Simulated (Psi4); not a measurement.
**Geometry relaxation, with input and output: NF3 (part 1 of 4)**

System: NF3.
Method: SVWN-RPA/def2-TZVP, RKS (Psi4 1.11).

The geometry comes from this level: PBE0-D4/def2-TZVP.

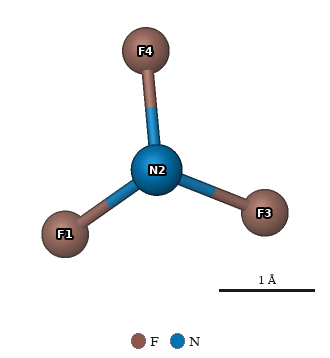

*The starting structure (ball-and-stick view, seen at a tilt; atoms are numbered from 1 in the order of the input).*

Bond lengths as drawn: F–N 1.36 Å.

**The input (job.inp)**
```
memory 1600 mb

molecule mol {
  0 1
  F      0.614010     0.000340     1.066930
  N      0.353420    -0.074150    -0.266250
  F     -0.636280    -1.006490    -0.312240
  F     -0.331150     1.080310    -0.488440
  symmetry c1
}

set globals {
  geom_maxiter 60
}

e_tot, wfn = optimize("svwn/def2-TZVP", return_wfn=True)
```

Hardware: 1 thread of Intel Xeon @ 2.50GHz (Skylake/Cascade Lake), 12 GiB of memory available, shared host.

Launched with:
```bash
psi4 -n 1 job.inp job.out
```

**The program's output**
```
Psi4 1.11 release

gradient() will perform analytic gradient computation.

   => Loading Basis Set <=

    Name: DEF2-TZVP
    Role: ORBITAL
    Keyword: BASIS

         ---------------------------------------------------------
                                   SCF
                              RKS Reference
                        1 Threads,   1525 MiB Core
         ---------------------------------------------------------

  ==> Geometry <==

    Molecular point group: c1
    Full point group: C1

    Geometry (in Angstrom), charge = 0, multiplicity = 1:

       Center              X                  Y                   Z               Mass
    ------------   -----------------  -----------------  -----------------  -----------------
         F            0.638876083295    -0.004879754942     1.048197062766    18.998403162730
         N            0.378286083295    -0.079369754942    -0.284982937234    14.003074004430
         F           -0.611413916705    -1.011709754942    -0.330972937234    18.998403162730
         F           -0.306283916705     1.075090245058    -0.507172937234    18.998403162730

  Running in c1 symmetry.

  Rotational constants: A =      0.36200  B =      0.36198  C =      0.19811 [cm^-1]
  Rotational constants: A =  10852.55565  B =  10852.01153  C =   5939.18195 [MHz]
  Nuclear repulsion =  134.276059580442933

  Charge       = 0
  Multiplicity = 1
  Electrons    = 34
  Nalpha       = 17
  Nbeta        = 17

  ==> Algorithm <==

  SCF Algorithm Type is DF.
  DIIS enabled.
  MOM disabled.
  Fractional occupation disabled.
  Guess Type is SAD.
  Energy threshold   = 1.00e-08
  Density threshold  = 1.00e-08
  Integral threshold = 1.00e-12

  ==> Primary Basis <==

  Basis Set: DEF2-TZVP
    Blend: DEF2-TZVP
    Number of shells: 44
    Number of basis functions: 124
    Number of Cartesian functions: 144
    Spherical Harmonics?: true
    Max angular momentum: 3

  ==> DFT Potential <==

   => LibXC <=

    Version 7.1.2

   => Composite Functional: SVWN <=

    Slater exchange
    Vosko, Wilk & Nusair (VWN5_RPA)

    Deriv               =              1
    GGA                 =          FALSE
    Meta                =          FALSE

    Exchange Hybrid     =          FALSE
    MP2 Hybrid          =          FALSE

   => Exchange Functionals <=

    1.0000         XC_LDA_X

   => Correlation Functionals <=

    1.0000   XC_LDA_C_VWN_RPA

   => LibXC Density Thresholds  <==

    XC_LDA_C_VWN_RPA:  1.00E-15
    XC_LDA_X:  1.00E-15

   => Molecular Quadrature <=

    Radial Scheme          =       TREUTLER
    Pruning Scheme         =           NONE
    Nuclear Scheme         =       TREUTLER

    Blocking Scheme        =         OCTREE
    BS radius alpha        =              1
    Pruning alpha          =              1
    Radial Points          =             75
    Spherical Points       =            302
    Total Points           =          87391
    Total Blocks           =            713
    Max Points             =            256
    Max Functions          =            120
    Weights Tolerance      =       1.00E-15

   => Loading Basis Set <=

    Name: (DEF2-TZVP AUX)
    Role: JKFIT
    Keyword: DF_BASIS_SCF

  ==> Integral Setup <==

  DFHelper Memory: AOs need 0.039 GiB; user supplied 1.055 GiB.
  SCF_SUBTYPE=INCORE selected. In-core MEM_DF algorithm will be used.
  Using in-core AOs.

  ==> MemDFJK: Density-Fitted J/K Matrices <==

    J tasked:                   Yes
    K tasked:                    No
    wK tasked:                   No
    Memory [MiB]:              1079
    Algorithm:                 Core
    Schwarz Cutoff:           1E-12
    Mask sparsity (%):       1.2227
    Fitting Condition:        1E-10

   => Auxiliary Basis Set <=

  Basis Set: (DEF2-TZVP AUX)
    Blend: DEF2-UNIVERSAL-JKFIT
    Number of shells: 100
    Number of basis functions: 308
    Number of Cartesian functions: 372
    Spherical Harmonics?: true
    Max angular momentum: 4

  Cached 100.0% of DFT collocation blocks in 0.063 [GiB].

  Minimum eigenvalue in the overlap matrix is 2.2715223155E-03.
  Reciprocal condition number of the overlap matrix is 4.2306130687E-04.
    Using symmetric orthogonalization.

  ==> Pre-Iterations <==

  SCF Guess: Superposition of Atomic Densities via on-the-fly atomic UHF (no occupation information).

   -------------------------
    Irrep   Nso     Nmo
   -------------------------
     A        124     124
   -------------------------
    Total     124     124
   -------------------------

  ==> Iterations <==

                           Total Energy        Delta E     RMS |[F,P]|

   @DF-RKS iter SAD:  -352.47394690448135   -3.52474e+02   0.00000e+00
   @DF-RKS iter   1:  -352.58613217505672   -1.12185e-01   3.31275e-03 DIIS/ADIIS
   @DF-RKS iter   2:  -352.49025217903051    9.58800e-02   5.76141e-03 DIIS/ADIIS
   @DF-RKS iter   3:  -352.61973421588118   -1.29482e-01   1.33218e-03 DIIS/ADIIS
   @DF-RKS iter   4:  -352.62978063655453   -1.00464e-02   2.18221e-04 DIIS/ADIIS
   @DF-RKS iter   5:  -352.63004212111042   -2.61485e-04   3.44158e-05 DIIS
   @DF-RKS iter   6:  -352.63004703254148   -4.91143e-06   4.46951e-06 DIIS
   @DF-RKS iter   7:  -352.63004712685870   -9.43172e-08   6.24594e-07 DIIS
   @DF-RKS iter   8:  -352.63004712668010    1.78602e-10   6.31663e-07 DIIS
   @DF-RKS iter   9:  -352.63004712857560   -1.89550e-09   5.13544e-08 DIIS
   @DF-RKS iter  10:  -352.63004712858753   -1.19371e-11   4.35354e-09 DIIS
  Energy and wave function converged.

  ==> Post-Iterations <==

   Electrons on quadrature grid:
      Ntotal   =   34.0000036201 ; deviation = 3.620e-06

    Orbital Energies [Eh]
    ---------------------

    Doubly Occupied:

       1A    -24.194181     2A    -24.194142     3A    -24.194136
       4A    -14.170016     5A     -1.305568     6A     -1.169779
       7A     -1.169771     8A     -0.776787     9A     -0.616848
      10A     -0.616845    11A     -0.554959    12A     -0.466977
      13A     -0.466973    14A     -0.421104    15A     -0.421101
      16A     -0.403678    17A     -0.330901

    Virtual:

      18A     -0.058576    19A     -0.058568    20A     -0.055095
      21A      0.157087    22A      0.244116    23A      0.244118
      24A      0.249931    25A      0.429072    26A      0.429074
      27A      0.450297    28A      0.455009    29A      0.455011
      30A      0.522959    31A      0.602598    32A      0.614965
      33A      0.614967    34A      0.806312    35A      0.806313
      36A      0.938453    37A      0.938456    38A      0.949047
      39A      1.033374    40A      1.289571    41A      1.289583
      42A      1.693591    43A      1.772287    44A      1.783416
      45A      1.822879    46A      1.822888    47A      1.838738
      48A      1.838752    49A      1.944564    50A      1.944570
      51A      1.969171    52A      2.041779    53A      2.190988
      54A      2.191016    55A      2.380615    56A      2.380620
      57A      2.443757    58A      2.504976    59A      2.566772
      60A      2.566786    61A      2.978556    62A      3.003604
      63A      3.003605    64A      3.035531    65A      3.035543
      66A      3.123559    67A      3.447617    68A      3.447619
      69A      3.511726    70A      3.762530    71A      3.762559
      72A      3.796739    73A      3.952823    74A      4.019329
      75A      4.019347    76A      4.139879    77A      4.521241
      78A      4.567048    79A      4.567055    80A      4.670160
      81A      4.670169    82A      5.471789    83A      5.471818
      84A      5.762292    85A      6.615713    86A      6.638221
      87A      6.638225    88A      6.654437    89A      6.654529
      90A      6.654563    91A      6.657192    92A      6.657208
      93A      6.666284    94A      6.751190    95A      6.751202
      96A      6.813908    97A      6.888912    98A      6.910735
      99A      6.910751   100A      7.151436   101A      7.151459
     102A      7.185697   103A      7.519006   104A      7.535377
     105A      7.535414   106A      8.040534   107A      8.040543
     108A      8.055484   109A      8.084723   110A      8.136611
     111A      8.136669   112A      8.386488   113A      8.414503
     114A      8.414527   115A      8.590363   116A      8.641533
     117A      8.641545   118A      9.009300   119A      9.086897
     120A      9.086935   121A     31.084717   122A     56.685475
     123A     56.685491   124A     57.166747

    Final Occupation by Irrep:
              A
    DOCC [    17 ]
    NA   [    17 ]
    NB   [    17 ]

  @DF-RKS Final Energy:  -352.63004712858753

   => Energetics <=

    Nuclear Repulsion Energy =            134.2760595804429329
    One-Electron Energy =                -757.8611306546886226
    Two-Electron Energy =                 307.3529818628342127
    DFT Exchange-Correlation Energy =     -36.3979579171760577
    Empirical Dispersion Energy =           0.0000000000000000
    VV10 Nonlocal Energy =                  0.0000000000000000
    Total Energy =                       -352.6300471285875346

Computation Completed

Properties will be evaluated at   0.000000,   0.000000,   0.000000 [a0]

Properties computed using the SCF density matrix

 Multipole Moments:

 ------------------------------------------------------------------------------------
     Multipole            Electronic (a.u.)      Nuclear  (a.u.)        Total (a.u.)
 ------------------------------------------------------------------------------------

 L = 1.  Multiply by 2.5417464519 to convert [e a0] to [Debye]
 Dipole X            :         -0.2512441            0.2619290            0.0106848
 Dipole Y            :          0.0527705           -0.0549564           -0.0021859
 Dipole Z            :          0.1892856           -0.1973249           -0.0080394
 Magnitude           :                                                    0.0135490

 ------------------------------------------------------------------------------------

	total time  =          5 seconds =       0.08 minutes

         ------------------------------------------------------------
                                   SCF GRAD
         ------------------------------------------------------------

  ==> Geometry <==

    Molecular point group: c1
    Full point group: C1

    Geometry (in Angstrom), charge = 0, multiplicity = 1:

       Center              X                  Y                   Z               Mass
    ------------   -----------------  -----------------  -----------------  -----------------
         F            0.638876083295    -0.004879754942     1.048197062766    18.998403162730
         N            0.378286083295    -0.079369754942    -0.284982937234    14.003074004430
         F           -0.611413916705    -1.011709754942    -0.330972937234    18.998403162730
         F           -0.306283916705     1.075090245058    -0.507172937234    18.998403162730

  Nuclear repulsion =  134.276059580442933

  ==> Basis Set <==

  Basis Set: DEF2-TZVP
    Blend: DEF2-TZVP
    Number of shells: 44
    Number of basis functions: 124
    Number of Cartesian functions: 144
    Spherical Harmonics?: true
    Max angular momentum: 3

  ==> DFJKGrad: Density-Fitted SCF Gradients <==

    Gradient:                    1
    J tasked:                  Yes
    K tasked:                   No
    wK tasked:                  No
    Integrals threads:           1
    Memory [MiB]:             1144
    Schwarz Cutoff:          1E-12
    Fitting Condition:       1E-10

   => Auxiliary Basis Set <=

  Basis Set: (DEF2-TZVP AUX)
    Blend: DEF2-UNIVERSAL-JKFIT
    Number of shells: 100
    Number of basis functions: 308
    Number of Cartesian functions: 372
    Spherical Harmonics?: true
    Max angular momentum: 4

   => Molecular Quadrature <=

    Radial Scheme          =       TREUTLER
    Pruning Scheme         =           NONE
    Nuclear Scheme         =       TREUTLER

    Blocking Scheme        =         OCTREE
    BS radius alpha        =              1
    Pruning alpha          =              1
    Radial Points          =             75
    Spherical Points       =            302
    Total Points           =          87391
    Total Blocks           =            713
    Max Points             =            256
    Max Functions          =            120
    Weights Tolerance      =       1.00E-15

  -Total Gradient:
     Atom            X                  Y                   Z
    ------   -----------------  -----------------  -----------------
       1       -0.000089728021    -0.000508274710    -0.004897451862
       2       -0.006714931109     0.001415757193     0.005061435582
       3        0.003921895974     0.002991007293    -0.000321377662
       4        0.002790837718    -0.003916577739     0.000197080287

	total time  =          2 seconds =       0.03 minutes

    			-----------------------------------------

    			 OPTKING 3.0: for geometry optimizations

    			        with contributions from

    			-----------------------------------------

	                            ===> Fragment 1 <==

	 Z (Atomic Numbers)          Masses                          Geom
	       9.000000            18.998403          1.20730083 -0.00922140  1.98080537
	       7.000000            14.003074          0.71485709 -0.14998710 -0.53853970
	       9.000000            18.998403         -1.15540485 -1.91185436 -0.62544821
	       9.000000            18.998403         -0.57879272  2.03162612 -0.95841795

	 - Coordinate -           - BOHR/RAD -       - ANG/DEG -
	 R(1,2)           =         2.570878           1.360450
	 R(2,3)           =         2.570916           1.360470
	 R(2,4)           =         2.570849           1.360435
	 B(1,2,3)         =         1.782366         102.122035
	 B(1,2,4)         =         1.782342         102.120670
	 B(3,2,4)         =         1.782337         102.120368
	 O(1,2,3,4)       =        -1.230146         -70.482196
	 O(3,2,1,4)       =         1.230150          70.482379
	 O(4,2,1,3)       =        -1.230164         -70.483206

	        --- Internal Coordinate Step in ANG or DEG, aJ/ANG or AJ/DEG ---
	-------------------------------------------------------------------------------
	           Coordinate      Previous         Force          Change          New
	           ----------      --------        ------          ------        ------
	               R(1,2)       1.36045        0.03970        0.00482       1.36527
	               R(2,3)       1.36047        0.04051        0.00492       1.36539
	               R(2,4)       1.36043        0.03948        0.00480       1.36523
	             B(1,2,3)     102.12203       -0.00002       -0.14134     101.98069
	             B(1,2,4)     102.12067       -0.00004       -0.19476     101.92591
	             B(3,2,4)     102.12037       -0.00002       -0.13360     101.98677
	           O(1,2,3,4)     -70.48220       -0.00006       -0.30597     -70.78817
	           O(3,2,1,4)      70.48238        0.00005        0.26885      70.75123
	           O(4,2,1,3)     -70.48321       -0.00006       -0.30127     -70.78447
	-------------------------------------------------------------------------------

	                                 ==> Convergence Check <==

	Measures of convergence in internal coordinates in au.

	Criteria marked as inactive (o), active & met (*), and active & unmet ( ).

	----------------------------------------------------------------------------------------------~
	   Step    Total Energy     Delta E     Max Force     RMS Force      Max Disp      RMS Disp   ~
	----------------------------------------------------------------------------------------------~
	  Convergence Criteria     1.00e-06 *    3.00e-04 *             o    1.20e-03 *             o~
	----------------------------------------------------------------------------------------------~
	     1    -352.63004713   -3.53e+02      4.92e-03      2.83e-03 o    9.30e-03      6.26e-03 o  ~
	----------------------------------------------------------------------------------------------

Next Geometry in Ang
	Fragment 1 (Ang)

	    F   0.6396261180  -0.0043837222   1.0511820895
	    N   0.3810811467  -0.0801176976  -0.2872454819
	    F  -0.6137100084  -1.0143246049  -0.3313353652
	    F  -0.3075329231   1.0779570049  -0.5075329914

    Structure for next step:
    Molecular point group: c1
    Full point group: C1

    Geometry (in Angstrom), charge = 0, multiplicity = 1:

    F            0.639822774366    -0.004436346272     1.051022900377
    N            0.381277802997    -0.080170321649    -0.287404671020
    F           -0.613513352075    -1.014377228980    -0.331494554345
    F           -0.307336266804     1.077904380800    -0.507692180485

gradient() will perform analytic gradient computation.

  ==> Geometry <==

    Molecular point group: c1
    Full point group: C1
```
